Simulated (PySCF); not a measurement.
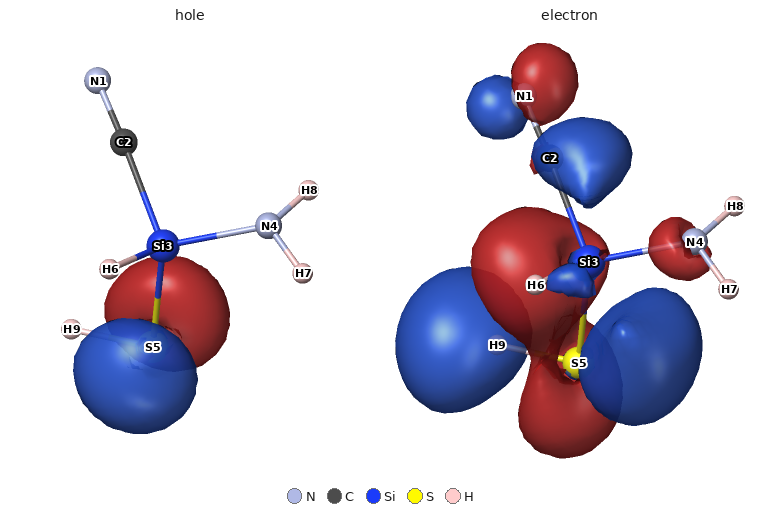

Figure 1: CH₄N₂SSi, SMILES `N#C[SiH](N)S`. Leading natural transition orbital pair of T₂ (TDA triplet states); the surfaces enclose about 70 % of each orbital's density.

PySCF calculation, BHandHLYP/def2-SVP, gas phase; geometry: GFN2-xTB. No frequency check shows the geometry to be a minimum. GFN2-xTB bond lengths at metals and heavier atoms can be off by up to 0.1 Å and shapes distorted, which carries into these values. Without diffuse functions Rydberg states are missing, so the states' numbers hold for this basis only.

Geometry (Å), atoms numbered from 1:

```
N1       2.4915   -1.1089    0.2451
C2       1.5632   -0.4943   -0.0198
Si3      0.0125    0.4430   -0.4672
N4       0.1246    1.9435    0.3455
S5      -1.6518   -0.7759    0.2028
H6      -0.0783    0.6500   -1.9033
H7      -0.6148    2.6182    0.2356
H8       0.4953    1.9829    1.2819
H9      -1.2401   -1.9149   -0.3325
```

> Give its energy and the atoms that hole and electron lie on.

6.01 eV (206 nm), spin-forbidden from the singlet ground state; the leading pair carries 92 %; hole on S5 (77 %) and Si3 (7 %), electron on S5 (34 %), Si3 (21 %) and H9 (19 %); their centroids lie 0.7 Å apart. In canonical orbitals it is mainly HOMO → LUMO (44 %). The HOMO–LUMO gap is 9.20 eV.
